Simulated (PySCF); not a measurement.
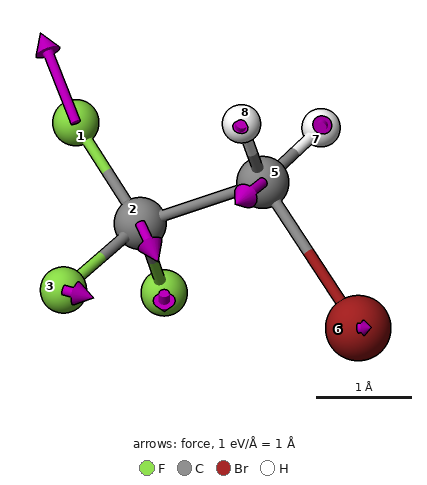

Starting geometry of CF3CH2Br with the computed forces as purple arrows. Style: ball-and-stick. Shown from a free direction.

The start comes from GFN2-xTB. Its atoms were then displaced at random by about 0.01 Å.

Theory: PySCF 2.14.0, density-fitted response routines, PBE0-D3(BJ)/def2-SVP geometry optimisation, gas phase. 

**What follows when this structure is relaxed?**

It isn't relaxed: the largest force vector, on an F atom, is 1.09 eV/Å. The final displacements follow the starting forces only in part (cosine between the two patterns 0.47). The largest move after the best rigid fit is that of the Br atom, 0.045 Å. Largest moves by element: Br 0.045 Å, F 0.044 Å, H 0.037 Å, C 0.021 Å. Near-neighbour distances that change, for instance: C–F 1.314 → 1.338 Å, C–H 1.091 → 1.097 Å, C–C 1.517 → 1.512 Å, C–F 1.334 → 1.330 Å. Bond angles that change, for instance: C–C–Br 110.5° → 112.7°. Over 7 geometry steps the energy falls by 0.030 eV.
